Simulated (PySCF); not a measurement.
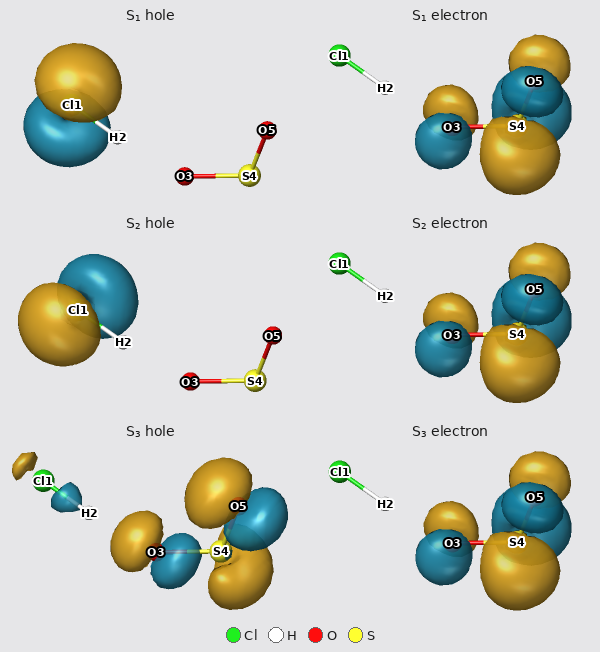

Figure. ClHO2S, SMILES `Cl.O=S=O`. Leading natural transition orbitals (TDA singlet states).

Method: B3LYP/def2-SVP; geometry: GFN2-xTB; program: PySCF. The pair's geometry is semi-empirical, so its contact may be too short or too long. GFN2-xTB bond lengths at metals and heavier atoms can be off by up to 0.1 Å and shapes distorted, which carries into these values. Without diffuse functions Rydberg states are missing, so the states' numbers hold for this basis only.

Cartesian coordinates (Å):

```
Cl1     -2.6332    0.1480   -0.0389
H2      -1.4034   -0.1829    0.1632
O3       0.3016   -0.6070    0.2387
S4       1.6723   -0.3416   -0.1258
O5       2.1247    0.9986    0.0751
```

> Describe these excited states.

By state:
- S₁: 3.02 eV (411 nm), f = 0.000 (dark), charge transfer, whose energy this functional puts too low; the leading pair carries 100 %; hole on Cl1 (96 %), electron on S4 (52 %), O5 (25 %) and O3 (22 %); their centroids lie 4.1 Å apart; S₂ lies within 0.1 eV of it.
- S₂: 3.04 eV (407 nm), f = 0.004, charge transfer, whose energy this functional puts too low; the leading pair carries 100 %; hole on Cl1 (96 %), electron on S4 (52 %), O5 (25 %) and O3 (22 %); their centroids lie 4.1 Å apart; S₁ lies within 0.1 eV of it.
- S₃: 4.16 eV (298 nm), f = 0.007; the leading pair carries 100 %; hole on O5 (45 %), S4 (27 %) and O3 (22 %), electron on S4 (51 %), O5 (25 %) and O3 (22 %); their centroids lie 0.4 Å apart.

Run time: 20 s on 1 thread of Intel(R) Xeon(R) 6975P-C (Granite Rapids), on a shared host, peak memory 0.42 GiB.
